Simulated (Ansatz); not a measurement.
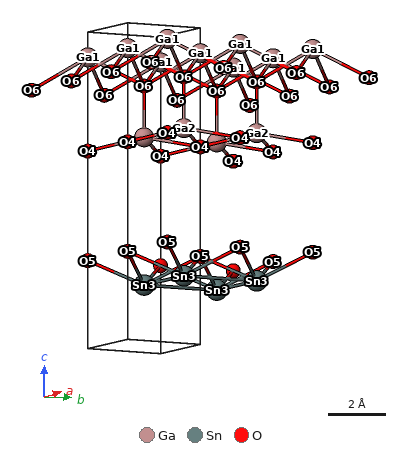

Starting structure of crystalline Ga₂SnO₃ (a generated structure, set up in P4mm). A ball-and-stick model of the cell of the calculation, repeated 2 × 2 × 1 with one cell outlined, seen from a free direction.

Theory: DFT PBE, scalar-relativistic, plane waves, PAW (Ansatz).

Input file:
```yaml
crystal:
  lattice:
    - [2.9466812136, 0.0, 0.0]
    - [0.0, 2.9466812136, 0.0]
    - [0.0, 0.0, 11.3439461405]
  atoms:
    - { symbol: Ga, position: [0.0, 0.0, 0.9201021284] }
    - { symbol: Ga, position: [0.5, 0.5, 0.6608992261] }
    - { symbol: Sn, position: [0.5, 0.5, 0.1941140275] }
    - { symbol: O, position: [0.0, 0.0, 0.6239926565] }
    - { symbol: O, position: [0.0, 0.0, 0.2779499314] }
    - { symbol: O, position: [0.5, 0.5, 0.8229409902] }
basis:
  ecutwfc: 420
kpoints:
  mp_grid: { grid: [12, 12, 4] }
hamiltonian:
  xc: pbe
scf:
  occupations: { method: gaussian, width: 0.1 }
output:
  forces: true
  stress: true
  eigenvalues: true
  write_density: true
  write_potential: true
  elf: true
  volumetric_format: npy
relax:
  adjacent_minimum: "off"
  f_tol: 0.01
  max_steps: 80
  cell: { stress_tol: 0.05 }
```

Run as
```bash
ansatz run input.yaml --threads 1 --pin off --max-ram 2560MiB --backend cpu --events-out ev --progress --plain --runs-dir out
```

**Where does the relaxation end?**

The atom that moves furthest relative to the cell is O5 (0.071 Å along −c). Largest moves by element: O 0.071 Å, Sn 0.069 Å, Ga 0.031 Å. The volume changes by −0.3 %, with a = b 2.947 → 2.950 Å (+0.1 %), c 11.344 → 11.280 Å (−0.6 %). Among the contacts that change: Ga2–O6 1.838 → 1.849 Å, Ga1–O6 2.357 → 2.349 Å. The space group stays P4mm (No. 99). The energy falls by 0.6 meV per atom in 3 accepted moves (6 points after the start). The largest force component goes from 0.1 to 0.0077 eV/Å. Pressure: −0.15 GPa at the start and −0.02 GPa at the end. The line search rejected the trial steps at points 1, 3 of the run. The SCF was repeated once at an unchanged geometry on a basis and grid sized afresh for the cell, which shifted the energy by 0.1 meV per atom at most. The run took 4.9 min on 1 thread of Arm Neoverse V1, with other jobs on the host, peak memory 0.5 GiB.

Final geometry:

```
CELL_PARAMETERS angstrom
2.95036 0.00000 0.00000
0.00000 2.95036 0.00000
0.00000 0.00000 11.27980
ATOMIC_POSITIONS crystal
Ga 0.00000 0.00000 0.92284
Ga 0.50000 0.50000 0.66325
Sn 0.50000 0.50000 0.18796
O 0.00000 0.00000 0.62718
O 0.00000 0.00000 0.27163
O 0.50000 0.50000 0.82714
```

The end point in the same view:

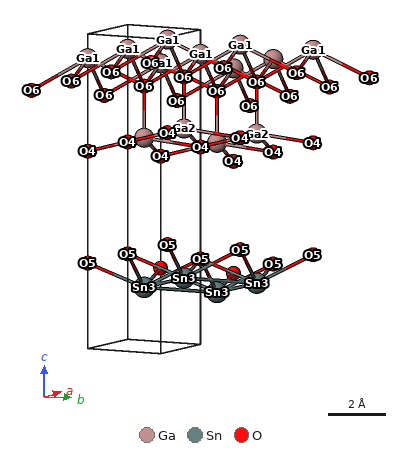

Limits of the set-up: layers or molecules are held without a dispersion correction, so their spacing is unreliable.
